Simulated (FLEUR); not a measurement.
# Magnetic state of LuInCo4 from several starts, part 2 of 2

Does LuInCo4 prefer parallel or opposed moments?

FLEUR MaX-R8.1; PBEsol; all-electron FLAPW, Dirac cores, scalar-relativistic bands.

So far. Step 2 (Start 1: ferro ++++): After 29 cycles the largest moment stands at 1.31 μB.

## Step 3: Order 2, typed as antiferro ++--

Another pattern of signs weighs the neighbour shells otherwise.

Input file inp.xml:

```
<?xml version="1.0" encoding="UTF-8" standalone="no"?>
<fleurInput fleurInputVersion="0.39">
   <comment>
      LuInCo4
   </comment>
   <calculationSetup>
      <cutoffs Kmax="3.6" Gmax="10.8" GmaxXC="10.8" numbands="0"/>
      <scfLoop itmax="90" minDistance="0.00002" maxIterBroyd="15" imix="Anderson" alpha="0.05" precondParam="0.0" spinf="2.0" sdNocoIR="T"/>
      <coreElectrons ctail="T" frcor="F" kcrel="0" coretail_lmax="0"/>
      <xcFunctional name="PBEs" relativisticCorrections="F"/>
      <magnetism jspins="2"/>
      <soc l_soc="F" theta="0.0" phi="0.0" spav="F"/>
      <expertModes spex="0" secvar="F"/>
      <geometryOptimization l_f="F" forcealpha="1.0" forcemix="BFGS" epsdisp="0.00001" epsforce="0.00001"/>
      <ldaU l_linMix="F" mixParam="0.05" spinf="1.0"/>
   </calculationSetup>
   <cell>
      <bzIntegration valenceElectrons="106.0" mode="hist" fermiSmearingEnergy="0.00293995">
         <kPointListSelection listName="default-1"/>
         <xi:include xmlns:xi="http://www.w3.org/2001/XInclude" href="kpts.xml"> </xi:include>
      </bzIntegration>
      <xi:include xmlns:xi="http://www.w3.org/2001/XInclude" href="sym.xml"> </xi:include>
      <bulkLattice scale="1.0">
         <bravaisMatrix>
            <row-1>    0.0000000000000000     6.6269785011490114     6.6269785011490114</row-1>
            <row-2>    6.6269785011490114     0.0000000000000000     6.6269785011490114</row-2>
            <row-3>    6.6269785011490114     6.6269785011490114     0.0000000000000000</row-3>
         </bravaisMatrix>
      </bulkLattice>
   </cell>
   <atomSpecies>
      <species name="Lutetium (Lu)" element="Lu" atomicNumber="71">
         <mtSphere radius="2.8" gridPoints="925" logIncrement="0.014"/>
         <atomicCutoffs lmax="10" lnonsphr="8"/>
         <electronConfig flipSpins="F">
            <coreConfig>(1s1/2) (2s1/2) (2p1/2) (2p3/2) (3s1/2) (3p1/2) (3p3/2) (4s1/2) (3d3/2) (3d5/2) (4p1/2) (4p3/2) (4d3/2) (4d5/2)</coreConfig>
            <valenceConfig>(5s1/2) (5p1/2) (5p3/2) (6s1/2) (4f5/2) (4f7/2) (5d3/2) (5d5/2)</valenceConfig>
            <stateOccupation state="(5d3/2)" spinUp="0.200000" spinDown="0.200000"/>
            <stateOccupation state="(5d5/2)" spinUp="0.300000" spinDown="0.300000"/>
         </electronConfig>
         <energyParameters s="6" p="6" d="5" f="4"/>
         <lo type="SCLO" l="0" n="5" eDeriv="0"/>
         <lo type="SCLO" l="1" n="5" eDeriv="0"/>
      </species>
      <species name="Indium (In)" element="In" atomicNumber="49">
         <mtSphere radius="2.8" gridPoints="925" logIncrement="0.014"/>
         <atomicCutoffs lmax="10" lnonsphr="8"/>
         <electronConfig flipSpins="F">
            <coreConfig>(1s1/2) (2s1/2) (2p1/2) (2p3/2) (3s1/2) (3p1/2) (3p3/2) (4s1/2) (3d3/2) (3d5/2) (4p1/2) (4p3/2)</coreConfig>
            <valenceConfig>(5s1/2) (4d3/2) (4d5/2) (5p1/2) (5p3/2)</valenceConfig>
            <stateOccupation state="(5p1/2)" spinUp="0.166667" spinDown="0.166667"/>
            <stateOccupation state="(5p3/2)" spinUp="0.333333" spinDown="0.333333"/>
         </electronConfig>
         <energyParameters s="5" p="5" d="5" f="4"/>
         <lo type="SCLO" l="2" n="4" eDeriv="0"/>
      </species>
      <species name="Cobalt (Co2.000" element="Co" atomicNumber="27">
         <mtSphere radius="2.28" gridPoints="753" logIncrement="0.016"/>
         <atomicCutoffs lmax="8" lnonsphr="6"/>
         <electronConfig flipSpins="F">
            <coreConfig>(1s1/2) (2s1/2) (2p1/2) (2p3/2)</coreConfig>
            <valenceConfig>(3s1/2) (3p1/2) (3p3/2) (4s1/2) (3d3/2) (3d5/2)</valenceConfig>
            <stateOccupation state="(3d3/2)" spinUp="1.5" spinDown="1.3"/>
            <stateOccupation state="(3d5/2)" spinUp="3.0" spinDown="1.2"/>
         </electronConfig>
         <energyParameters s="4" p="4" d="3" f="4"/>
         <lo type="SCLO" l="0" n="3" eDeriv="0"/>
         <lo type="SCLO" l="1" n="3" eDeriv="0"/>
      </species>
      <species name="Cobalt (Co-2.000" element="Co" atomicNumber="27">
         <mtSphere radius="2.28" gridPoints="753" logIncrement="0.016"/>
         <atomicCutoffs lmax="8" lnonsphr="6"/>
         <electronConfig flipSpins="F">
            <coreConfig>(1s1/2) (2s1/2) (2p1/2) (2p3/2)</coreConfig>
            <valenceConfig>(3s1/2) (3p1/2) (3p3/2) (4s1/2) (3d3/2) (3d5/2)</valenceConfig>
            <stateOccupation state="(3d3/2)" spinUp="1.3" spinDown="1.5"/>
            <stateOccupation state="(3d5/2)" spinUp="1.2" spinDown="3.0"/>
         </electronConfig>
         <energyParameters s="4" p="4" d="3" f="4"/>
         <lo type="SCLO" l="0" n="3" eDeriv="0"/>
         <lo type="SCLO" l="1" n="3" eDeriv="0"/>
      </species>
   </atomSpecies>
   <atomGroups>
      <atomGroup species="Lutetium (Lu)">
         <relPos label="                   1">-1.000/4.000 -1.000/4.000 -1.000/4.000</relPos>
         <force calculate="T" relaxXYZ="TTT"/>
      </atomGroup>
      <atomGroup species="Indium (In)">
         <relPos label="                   2">.0000000000 .0000000000 .0000000000</relPos>
         <force calculate="T" relaxXYZ="TTT"/>
      </atomGroup>
      <atomGroup species="Cobalt (Co2.000">
         <relPos label="                   3">.3747620000 -.1242860000 .3747620000</relPos>
         <relPos label="                   4">.3747620000 .3747620000 .3747620000</relPos>
         <force calculate="T" relaxXYZ="TTT"/>
      </atomGroup>
      <atomGroup species="Cobalt (Co-2.000">
         <relPos label="                   5">-.1242860000 .3747620000 .3747620000</relPos>
         <relPos label="                   6">.3747620000 .3747620000 -.1242860000</relPos>
         <force calculate="T" relaxXYZ="TTT"/>
      </atomGroup>
   </atomGroups>
   <output dos="F" band="F" slice="F">
      <bandDOS minEnergy="-.5*Htr" maxEnergy="0.5*Htr" sigma="0.015" storeEVData="T"/>
      <plotting iplot="0" polar="F">
         <plot TwoD="T" vec1="  1.0  0.0  0.0" vec2="  0.0  1.0  0.0" vec3="  0.0  0.0  1.0" zero="  0.0  0.0  0.0" file="plot"/>
      </plotting>
      <moessbauerParams electricFieldGradient="F" isomerShift="F" coreHyperfine="F" valenceHyperfine="F"/>
   </output>
</fleurInput>
```

Input file crystal.txt:

```
LuInCo4
&input film=F cartesian=F /
0.00000000000  3.50684600000  3.50684600000
3.50684600000  0.00000000000  3.50684600000
3.50684600000  3.50684600000  0.00000000000
1.8897261246
1.0 1.0 1.0

6
71 0.75000000000  0.75000000000  0.75000000000
49 0.00000000000  0.00000000000  0.00000000000
27 0.37476200000  0.87571400000  0.37476200000 : 2.000
27 0.37476200000  0.37476200000  0.37476200000 : 2.000
27 0.87571400000  0.37476200000  0.37476200000 : -2.000
27 0.37476200000  0.37476200000  0.87571400000 : -2.000

&kpt div1=8 div2=8 div3=8 gamma=T /
```

Command:

```bash
$ OMP_NUM_THREADS=1 inpgen -f crystal.txt > inpgen.log  # inp.xml is then edited as shown
$ OMP_NUM_THREADS=1 mpirun -n 4 fleur_MPI > fleur.log
```

What it wrote:

```text
[banner, memory and clock lines left out]
Welcome to FLEUR        (www.flapw.de)
      MaX-Release 8.1          (www.max-centre.eu)

 ========== k-point set info ==========
 Selected k-point list: default-1
 k-point list type: mesh
 0 x 0 x 0
 Number of k points: 96

 ------------Calculation Setup---------------------------
 Number of PE/node        :            4
 Number of OMP-threads    :            1
 k-points in parallel     :            4
 pe's per k-point         :            1
 No of k-point loops      :           24
 Eigenvalue solver        :       lapack
 Number of basis functions:          531
 Approximate size of matrices (H+S) per k-point:         0.008 GB
 Iteration:     1   Distance:      22.92826709 me/bohr^3
 Iteration:     2   Distance:      20.37929959 me/bohr^3
 Iteration:     3   Distance:      16.87215134 me/bohr^3
 Iteration:     4   Distance:      13.30425395 me/bohr^3
 Iteration:     5   Distance:       6.95123287 me/bohr^3
 Iteration:     6   Distance:       4.48851475 me/bohr^3
 Iteration:     7   Distance:       4.25015671 me/bohr^3
 Iteration:     8   Distance:       3.44181462 me/bohr^3
 Iteration:     9   Distance:       4.42472002 me/bohr^3
 Iteration:    10   Distance:       2.28448043 me/bohr^3
[... 45 iterations left out ...]
 Iteration:    56   Distance:       0.00006686 me/bohr^3
 Iteration:    57   Distance:       0.00003114 me/bohr^3
 Iteration:    58   Distance:       0.00003181 me/bohr^3
 Iteration:    59   Distance:       0.00003124 me/bohr^3
 Iteration:    60   Distance:       0.00003158 me/bohr^3
 Iteration:    61   Distance:       0.00002965 me/bohr^3
 Iteration:    62   Distance:       0.00002866 me/bohr^3
 Iteration:    63   Distance:       0.00002891 me/bohr^3
 Iteration:    64   Distance:       0.00002748 me/bohr^3
 Iteration:    65   Distance:       0.00001988 me/bohr^3

 ********************************************************************
 Run finished successfully
 Stop message:
   all done
 ********************************************************************

--- out.xml (last complete iteration) ---
<iteration numberForCurrentRun="   65" overallNumber="   65">
         [... left out ...]
         <bandgap value="0.0001460789" units="eV"/>
         <sumValenceSingleParticleEnergies value="-63.2709155166" units="Htr"/>
         <FermiEnergy value="0.3375789076" units="Htr"/>
         <valenceDensity>
            <mtCharges spin="1">
               <mtCharge atomType="1" total="11.7781112" s="1.1616503" p="3.1044943" d="0.5118863" f="6.9920225"/>
               <mtCharge atomType="2" total="6.0260174" s="0.4801583" p="0.5051742" d="5.0040573" f="0.0277610"/>
               <mtCharge atomType="3" total="8.2255325" s="1.2095499" p="3.1736822" d="3.8303371" f="0.0092907"/>
               <mtCharge atomType="4" total="7.7682627" s="1.2060358" p="3.1696849" d="3.3803714" f="0.0094550"/>
            </mtCharges>
            <mtCharges spin="2">
               <mtCharge atomType="1" total="11.7781113" s="1.1616503" p="3.1044943" d="0.5118865" f="6.9920225"/>
               <mtCharge atomType="2" total="6.0260174" s="0.4801582" p="0.5051743" d="5.0040573" f="0.0277610"/>
               <mtCharge atomType="3" total="7.7682615" s="1.2060358" p="3.1696849" d="3.3803701" f="0.0094550"/>
               <mtCharge atomType="4" total="8.2255304" s="1.2095499" p="3.1736822" d="3.8303351" f="0.0092907"/>
            </mtCharges>
            <spinDependentCharge spin="1" total="53.0000030" interstitial="3.2082841" mtSpheres="49.7917189"/>
            <spinDependentCharge spin="2" total="52.9999970" interstitial="3.2082843" mtSpheres="49.7917127"/>
            <totalCharge value="106.0000000000"/>
         </valenceDensity>
         [... left out ...]
         <magneticMomentsInMTSpheres units="muBohr">
            <globalMagMoment atomType="1" vec="0.00000   0.00000   0.00000"/>
            <localMagMoment atomType="1" vec="0.00000   0.00000   0.00000"/>
            <globalMagMoment atomType="2" vec="0.00000   0.00000   0.00000"/>
            <localMagMoment atomType="2" vec="0.00000   0.00000   0.00000"/>
            <globalMagMoment atomType="3" vec="0.00000   0.00000   0.45727"/>
            <localMagMoment atomType="3" vec="0.00000   0.00000   0.45727"/>
            <globalMagMoment atomType="4" vec="0.00000   0.00000  -0.45727"/>
            <localMagMoment atomType="4" vec="0.00000   0.00000  -0.45727"/>
         </magneticMomentsInMTSpheres>
         [... left out ...]
         <totalEnergy value="   -26026.3821429152" units="Htr">
            <sumOfEigenvalues value="   -15644.9449320965">
               <coreElectrons value="-15581.6740165799"/>
               <valenceElectrons value="-63.2709155166"/>
            </sumOfEigenvalues>
            <densityCoulombPotentialIntegral value="-42818.2387895602"/>
            <densityEffectivePotentialIntegral value="-43723.5442114739"/>
            <chargeDenXCDenIntegral value="-688.9362632996"/>
            <FockExchangeEnergyValence value="0.0000000000"/>
            <FockExchangeEnergyCore value="0.0000000000"/>
         [... left out ...]
            <tkbTimesEntropy value="0.0084729389"/>
            <freeEnergy value="-26026.3906158542"/>
            <extrapolationTo0K value="-26026.3863793847"/>
         </totalEnergy>
         <densityConvergence units="me/bohr^3">
            <chargeDensity spin="1" distance="0.0000053029"/>
            <chargeDensity spin="2" distance="0.0000166972"/>
            <overallChargeDensity distance="0.0000147862"/>
            <spinDensity distance="0.0000198798"/>
         </densityConvergence>
      </iteration>
```

The job ended after 21 min (4 MPI ranks of Arm Neoverse V1, shared host; peak memory 0.63 GiB).

Spin moment in the muffin-tin sphere by atom:

```csv
atom,spin moment in the muffin-tin sphere (μB)
Lu1,0.000
In2,0.000
Co3,0.457
Co4,0.457
Co5,-0.457
Co6,-0.457
```

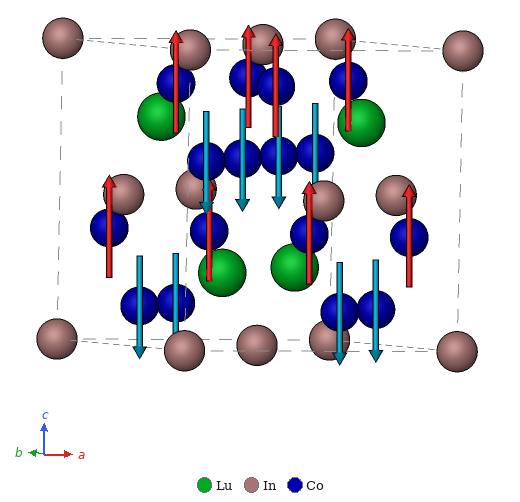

Spin moment in the muffin-tin sphere as arrows, the longest 0.457 μB. Up and down stand for the sign. Arrows give size and sign along the axis of quantisation, drawn up and down the page. The two directions have two colours. Some periodic images of atoms are drawn too.

Read from the output:

```
free energy                                                       : -708214.1676 eV
program's band gap on this mesh (in a metal only a level spacing) : 1.46e-4 eV
magnetization                                                     : 0 μB
final state                                                       : antiferromagnetic
```

It lies 85.2 meV a seeded atom over the first start, and its largest moment is 0.457 μB against 1.31 μB.

## Step 4: Order 3, typed as no spin polarisation

A spinless run gives the zero against which the gain from the moments is read.

Edit inp.xml of step 3 so:

```diff
@@ -10,3 +10,3 @@
       <xcFunctional name="PBEs" relativisticCorrections="F"/>
-      <magnetism jspins="2"/>
+      <magnetism jspins="1"/>
       <soc l_soc="F" theta="0.0" phi="0.0" spav="F"/>
@@ -56,3 +56,3 @@
       </species>
-      <species name="Cobalt (Co2.000" element="Co" atomicNumber="27">
+      <species name="Cobalt (Co)" element="Co" atomicNumber="27">
          <mtSphere radius="2.28" gridPoints="753" logIncrement="0.016"/>
@@ -62,17 +62,4 @@
             <valenceConfig>(3s1/2) (3p1/2) (3p3/2) (4s1/2) (3d3/2) (3d5/2)</valenceConfig>
-            <stateOccupation state="(3d3/2)" spinUp="1.5" spinDown="1.3"/>
-            <stateOccupation state="(3d5/2)" spinUp="3.0" spinDown="1.2"/>
-         </electronConfig>
-         <energyParameters s="4" p="4" d="3" f="4"/>
-         <lo type="SCLO" l="0" n="3" eDeriv="0"/>
-         <lo type="SCLO" l="1" n="3" eDeriv="0"/>
-      </species>
-      <species name="Cobalt (Co-2.000" element="Co" atomicNumber="27">
-         <mtSphere radius="2.28" gridPoints="753" logIncrement="0.016"/>
-         <atomicCutoffs lmax="8" lnonsphr="6"/>
-         <electronConfig flipSpins="F">
-            <coreConfig>(1s1/2) (2s1/2) (2p1/2) (2p3/2)</coreConfig>
-            <valenceConfig>(3s1/2) (3p1/2) (3p3/2) (4s1/2) (3d3/2) (3d5/2)</valenceConfig>
-            <stateOccupation state="(3d3/2)" spinUp="1.3" spinDown="1.5"/>
-            <stateOccupation state="(3d5/2)" spinUp="1.2" spinDown="3.0"/>
+            <stateOccupation state="(3d3/2)" spinUp="1.400000" spinDown="1.400000"/>
+            <stateOccupation state="(3d5/2)" spinUp="2.100000" spinDown="2.100000"/>
          </electronConfig>
@@ -92,8 +79,5 @@
       </atomGroup>
-      <atomGroup species="Cobalt (Co2.000">
+      <atomGroup species="Cobalt (Co)">
          <relPos label="                   3">.3747620000 -.1242860000 .3747620000</relPos>
          <relPos label="                   4">.3747620000 .3747620000 .3747620000</relPos>
-         <force calculate="T" relaxXYZ="TTT"/>
-      </atomGroup>
-      <atomGroup species="Cobalt (Co-2.000">
          <relPos label="                   5">-.1242860000 .3747620000 .3747620000</relPos>
```

Input file crystal.txt:

```
LuInCo4
&input film=F cartesian=F /
0.00000000000  3.50684600000  3.50684600000
3.50684600000  0.00000000000  3.50684600000
3.50684600000  3.50684600000  0.00000000000
1.8897261246
1.0 1.0 1.0

6
71 0.75000000000  0.75000000000  0.75000000000
49 0.00000000000  0.00000000000  0.00000000000
27 0.37476200000  0.87571400000  0.37476200000
27 0.37476200000  0.37476200000  0.37476200000
27 0.87571400000  0.37476200000  0.37476200000
27 0.37476200000  0.37476200000  0.87571400000

&kpt div1=8 div2=8 div3=8 gamma=T /
```

What it wrote:

```text
[banner, memory and clock lines left out]
Welcome to FLEUR        (www.flapw.de)
      MaX-Release 8.1          (www.max-centre.eu)

 ========== k-point set info ==========
 Selected k-point list: default-1
 k-point list type: mesh
 0 x 0 x 0
 Number of k points: 32

 [... set-up left out ...]
 Iteration:     1   Distance:      25.15884588 me/bohr^3
 Iteration:     2   Distance:      12.45876848 me/bohr^3
 Iteration:     3   Distance:       9.17741319 me/bohr^3
 Iteration:     4   Distance:       8.70335147 me/bohr^3
 Iteration:     5   Distance:       3.41869164 me/bohr^3
[...]
<FermiEnergy value="0.3360794643" units="Htr"/>
         [... left out ...]
         <totalEnergy value="   -26026.3810703153" units="Htr">
            <sumOfEigenvalues value="   -15644.9529000850">
               <coreElectrons value="-15581.7058751147"/>
               <valenceElectrons value="-63.2470249704"/>
            </sumOfEigenvalues>
         [... left out ...]
            <freeEnergy value="-26026.3901389485"/>
            <extrapolationTo0K value="-26026.3856046319"/>
         </totalEnergy>
         <densityConvergence units="me/bohr^3">
            <chargeDensity spin="1" distance="0.0000149445"/>
         </densityConvergence>
      </iteration>
```

It took 63 s on 4 MPI ranks; peak memory 0.29 GiB.

Numbers from this step:

```yaml
free_energy: -708214.1547 eV
program_s_band_gap_on_this_mesh_in_a_metal_only_a_level_spacing: 0.005311 eV
final_state: non-magnetic (no spin polarisation)
```

It lies 88.5 meV a seeded atom over the first start.

## Step 5: The states side by side

Free energies are divided by the number of seeded atoms.

Orders:

```csv
start,final state,typed order kept,energy over the lowest (meV a seeded atom),largest sphere moment (μB),net moment (μB a primitive cell),mesh matched,CPU time (s)
ferro ++++,"ferromagnetic, with opposed induced moments",yes,0,1.312,4.765,yes,597
antiferro ++--,antiferromagnetic,yes,85.23,0.4573,0,yes,5085
no spin polarisation,non-magnetic,-,88.48,0,0,yes,252.5
```

## Step 6: Summary of results

```json
{
 "lowest state found": "ferromagnetic (typed ferro ++++)",
 "largest site spin moment": "1.31 μB",
 "next finished state": "antiferromagnetic, 85.2 meV a seeded atom higher",
 "energy gained by spin polarisation": "88.5 meV a seeded atom"
}
```

What this shows: The lowest state found is ferromagnetic, reached from the start ferro ++++, with moments up to 1.31 μB. The next finished state costs 85 meV a seeded atom. Only 3 starts were tried; other patterns of signs, canted and longer-period orders were not. With 4 seeded atoms in the first cell, sign patterns within that cell may remain untried.

[Logs and program files are shortened in this print: banners, set-up blocks, solver, clock and traceback lines can be left out without a mark of their own.]

[Logs are printed without paths, hosts, clocks, repeated set-up lines and the standing remarks that a program may print on its own settings, such as how far it seeks lower states.]

[Hosts, paths, dates, database ids (printed as entryN), source tags and the programs' standing remarks are cut or masked in the printed files.]

[Where a cell is said to come from a database of computed structures, the database is the Materials Project.]
